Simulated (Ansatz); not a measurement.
System (SMILES): [Si]Br (Si-Br), doublet.
Atoms: Si1, Br2. Bonds: Si1-Br2.

Basis-set convergence of the optimised Si1-Br2 bond length at HF with Ansatz (an electronic-structure program). Cartesian d functions, on some or all atoms, in 3-21G, 6-31G, 6-31G**, 6-311G**; all else is spherical. The program fits the integrals of some runs and decomposes those of others, by size. Open shells are unrestricted. No added dispersion term, no relativity. Reference: the value in pcseg-4, 2.2498 Å, itself unsure by roughly 0.0004 Å (its mean distance from aug-pcseg-3, aug-cc-pV(Q+d)Z, cc-pV(5+d)Z). Deviations are taken from unrounded values.

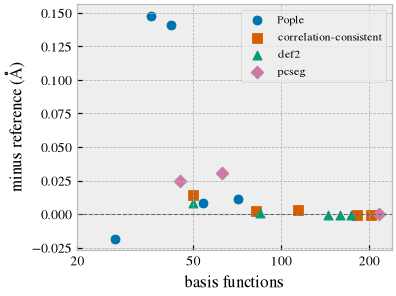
Fig. 1. Deviation from the reference against the number of basis functions, by family of sets.

```csv
basis,functions,optimised Si1-Br2 bond length (Å),minus reference (Å)
STO-3G,27,2.2315,-0.0183
3-21G,36,2.3977,0.1479
6-31G,42,2.3903,0.1406
pcseg-1,45,2.2741,0.0244
cc-pV(D+d)Z,50,2.2638,0.0140
def2-SVP,50,2.2576,0.0079
6-31G**,54,2.2578,0.0080
aug-pcseg-1,63,2.2800,0.0302
6-311G**,71,2.2607,0.0109
cc-pV(T+d)Z,82,2.2522,0.0024
def2-TZVP,85,2.2509,0.0011
aug-cc-pV(T+d)Z,114,2.2529,0.0032
def2-QZVP,145,2.2493,-0.0005
def2-QZVPP,159,2.2493,-0.0005
def2-QZVPPD,174,2.2493,-0.0005
aug-cc-pV(Q+d)Z,182,2.2493,-0.0004
cc-pV(5+d)Z,204,2.2491,-0.0006
pcseg-4,216,2.2498,0.0000
```
